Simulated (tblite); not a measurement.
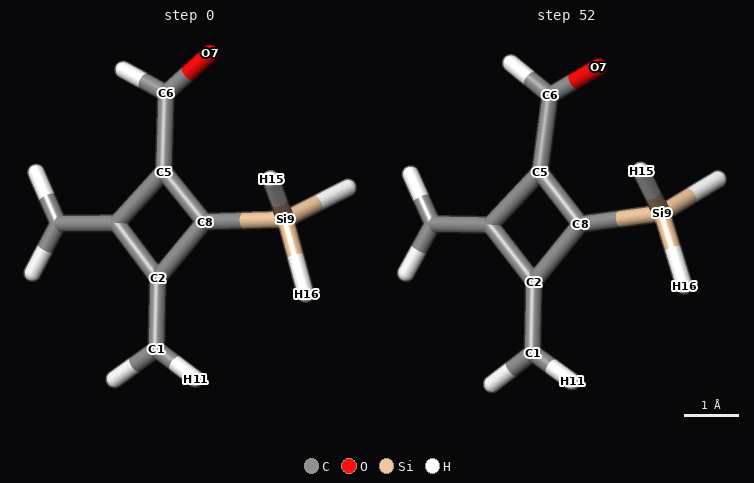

The structure of C$_{7}$H$_{8}$OSi before (left) and after (right) a relaxation, at one scale.

Style: stick. Shown from a free direction.

The calculation used GFN2-xTB geometry optimisation, gas phase (tblite 0.8.0). 

What changed between the two?

Answer. Over 52 geometry steps the energy falls by 0.261 eV. The O atom moves most after the best rigid fit: 0.37 Å. Largest moves by element: O 0.37 Å, H 0.27 Å, C 0.17 Å, Si 0.12 Å. Some distances before and after: C–C 1.412 → 1.476 Å, C–C 1.433 → 1.494 Å, H–Si 1.485 → 1.459 Å, C–C 1.458 → 1.437 Å. Among the angles between lasting bonds that change: C–C–Si 134.9° → 128.9°, C–C–C 132.5° → 138.4°, C–C–C 134.2° → 128.4°.
